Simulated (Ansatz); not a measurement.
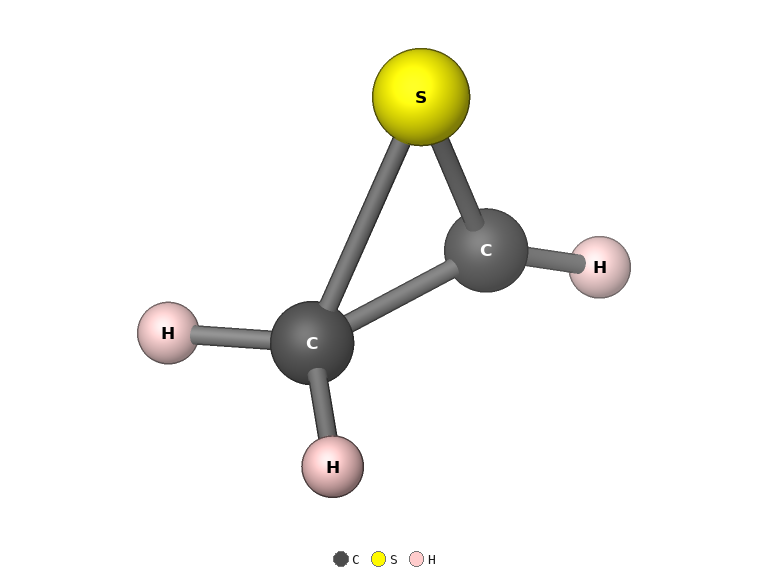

Atoms fade into the background with distance from the viewer. The species has charge +1 and is a spin singlet. The computed structure is the end point of a PBE0-D4/def2-TZVP optimisation. No frequency run is at hand to confirm it as a minimum.

List the symmetry elements and name the point group.

Answer. It has 1 mirror plane, so the point group is Cs. The group has 2 operations. The geometry is achiral, and symmetry allows a dipole moment.
